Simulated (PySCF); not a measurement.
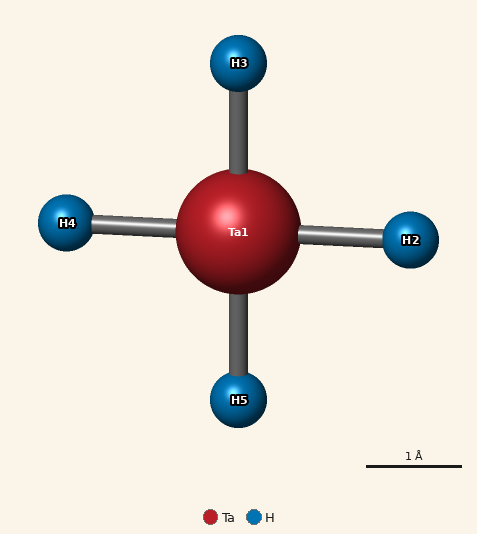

*The input geometry (ball-and-stick view, seen at a tilt; atoms are numbered from 1 in the order of the input). Sticks mark near contacts.*

# TaH₄: single-point calculation

System: TaH₄ (Ta(H)4), multiplicity 2.
Method: UKS PBE, Ta def2-SVP with ECP60, H def2-SVP; non-relativistic Hamiltonian with a scalar-relativistic core potential; density fitting (PySCF 2.14.0).

The input
```python
mol = gto.M(atom='''
Ta     0.00000     0.00000     0.00000
H      1.84000     0.00000     0.00000
H      0.00000     1.84000     0.00000
H     -1.84000     0.00000     0.00000
H     -0.00000    -1.84000     0.00000''',
    basis={'Ta': 'def2-SVP', 'H': 'def2-SVP'},
    ecp={'Ta': 'def2-SVP'},
    charge=0, spin=1)
mf = dft.UKS(mol, xc='PBE')
mf.grids.atom_grid = (50, 194)  # f atoms: at least (60, 302), unpruned
mf = mf.density_fit()  # Ta def2-universal-JKFIT, H def2-universal-JKFIT
mf.conv_tol = 1e-08; mf.max_cycle = 55
mf.kernel(dm0)
```

The script is an equivalent of the set-up of the self-consistent field. The run itself was carried out by a driver, which started from the orbitals of the step before it where there was one and computed the further properties.

Command:
```bash
OMP_NUM_THREADS=2 python <driver script>
```

What the program printed
```
init E= -58.8303440352806
  HOMO = -0.193655800088  LUMO = -0.190550603014  gap/eV = 0.08450
cycle= 1 E= -59.1501027981389  delta_E= -0.32  |g|= 0.102  |ddm|= 1.73
  HOMO = -0.265609018044  LUMO = -0.253331817283  gap/eV = 0.33408
cycle= 2 E= -58.8775265339824  delta_E= 0.273  |g|= 0.517  |ddm|= 1.49
  HOMO = -0.255566328193  LUMO = -0.212140125616  gap/eV = 1.18169
cycle= 3 E= -59.1558410477648  delta_E= -0.278  |g|= 0.0667  |ddm|= 1.49
  HOMO = -0.237716183749  LUMO = -0.20243045281  gap/eV = 0.96017
cycle= 4 E= -59.1584775959303  delta_E= -0.00264  |g|= 0.0374  |ddm|= 0.069
  HOMO = -0.240868727217  LUMO = -0.211804187881  gap/eV = 0.79089
cycle= 5 E= -59.1593923533094  delta_E= -0.000915  |g|= 0.0152  |ddm|= 0.0467
  HOMO = -0.241315572796  LUMO = -0.216688524595  gap/eV = 0.67014
cycle= 6 E= -59.1595675000999  delta_E= -0.000175  |g|= 0.00345  |ddm|= 0.0252
  HOMO = -0.241799357815  LUMO = -0.218096390358  gap/eV = 0.64499
cycle= 7 E= -59.1595779175595  delta_E= -1.04e-05  |g|= 0.000234  |ddm|= 0.00708
  HOMO = -0.241862334669  LUMO = -0.218217366064  gap/eV = 0.64341
cycle= 8 E= -59.1595779829808  delta_E= -6.54e-08  |g|= 1.2e-05  |ddm|= 0.000723
  HOMO = -0.241859918726  LUMO = -0.218208868981  gap/eV = 0.64358
cycle= 9 E= -59.1595779831064  delta_E= -1.26e-10  |g|= 6.43e-07  |ddm|= 2.96e-05
  HOMO = -0.241860120027  LUMO = -0.218209425669  gap/eV = 0.64357
Extra cycle  E= -59.1595779831069  delta_E= -5.26e-13  |g|= 7.19e-07  |ddm|= 2.66e-06
converged SCF energy = -59.1595779831069  <S^2> = 0.75084745  2S+1 = 2.0008473
```

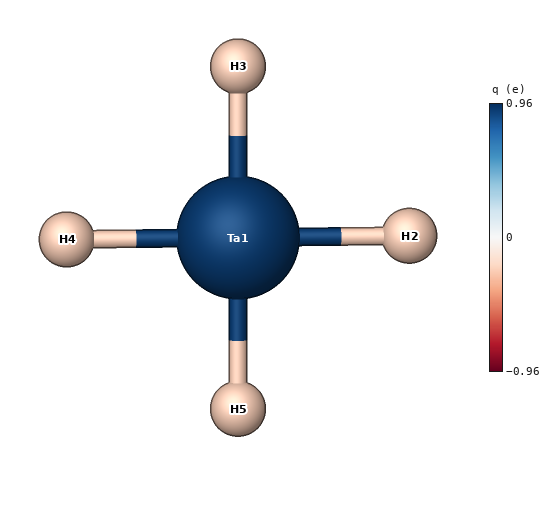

*Mulliken charges, as the colour of each atom (ball-and-stick view, seen on its broad side; atoms are numbered from 1 in the order of the input; Mulliken charges depend strongly on the basis).*

By element: Ta +0.91 and H −0.23 e.

Results in brief

```csv
quantity,value
outcome,converged
total energy,−59.159578 hartree
⟨S²⟩,0.751
dipole moment,0.00 D
hardware,"2 threads of Arm Neoverse V1, 24 GiB of memory available, shared host"
wall time,5 s (CPU time 10 s)
peak memory,0.46 GiB
```
